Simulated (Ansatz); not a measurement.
# BHSSi2: what the fields show

```yaml
atoms:
  - { symbol: B, position_ang: [-0.0044, -0.3729, -0.6543] }
  - { symbol: S, position_ang: [0.1579, 0.9988, 0.5417] }
  - { symbol: Si, position_ang: [-1.8803, -0.4438, -0.2072] }
  - { symbol: Si, position_ang: [-1.3826, 1.7429, -0.8386] }
  - { symbol: H, position_ang: [0.8899, -0.8626, -1.2732] }
```

Geometry: PBE0-D3(BJ)/pcseg-1.

Level of theory: isolated molecule in a Gaussian basis; Kohn-Sham density functional theory, functional PBE0 (Ansatz 0.2.0).

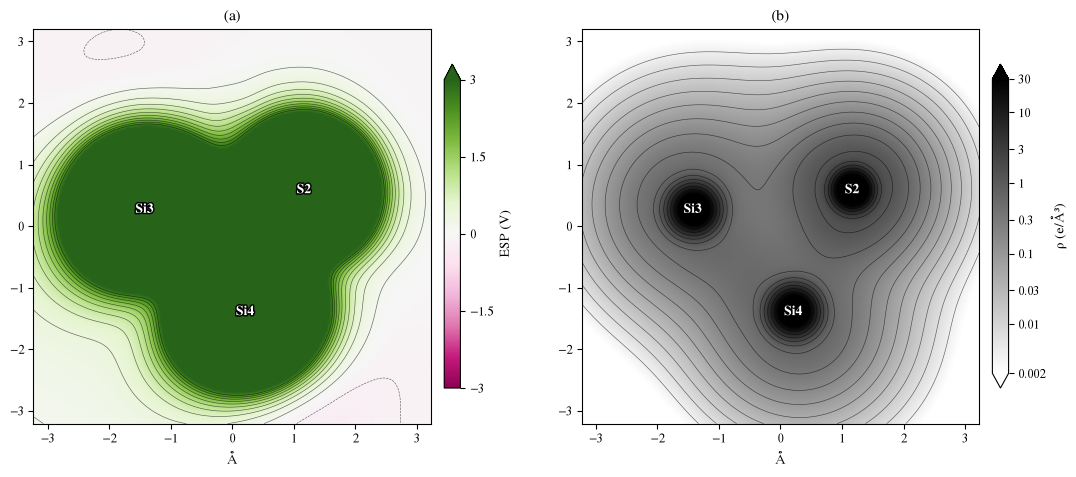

Figure 1. (a) molecular electrostatic potential; (b) total electron density on the plane of atoms S2, Si4 and Si3.

Question: Describe what can be read from this map.

Answer: The plane passes through S and Si nuclei. Si–S (2.20 Å): ρ at the midpoint is about 0.69 e/Å³, with its minimum of 0.56 e/Å³ about 0.8 Å from Si. Si–Si (2.33 Å): ρ is about 0.53 e/Å³ halfway. The potential has no marked negative region in this plane.

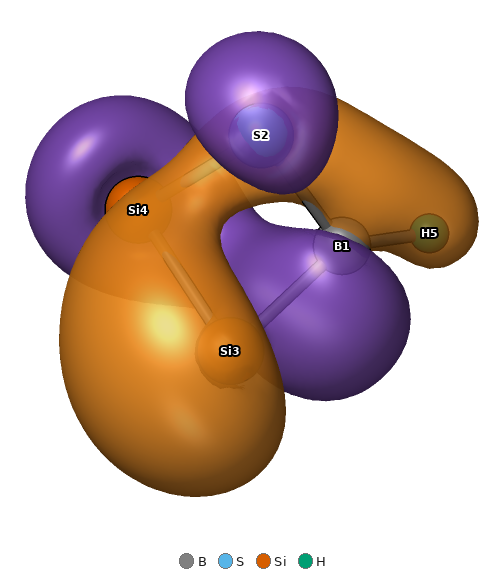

Figure 2. The HOMO−1 at ±0.08 Å⁻³ᐟ² (orange and purple are the two phases), seen across its widest extent.

Question: Where does this orbital lie, and at what energy?

Answer: It lies mainly on Si3 (about 45 %), Si4 (about 20 %), B1 (about 20 %) and S2 (about 15 %). Its energy is −7.06 eV.
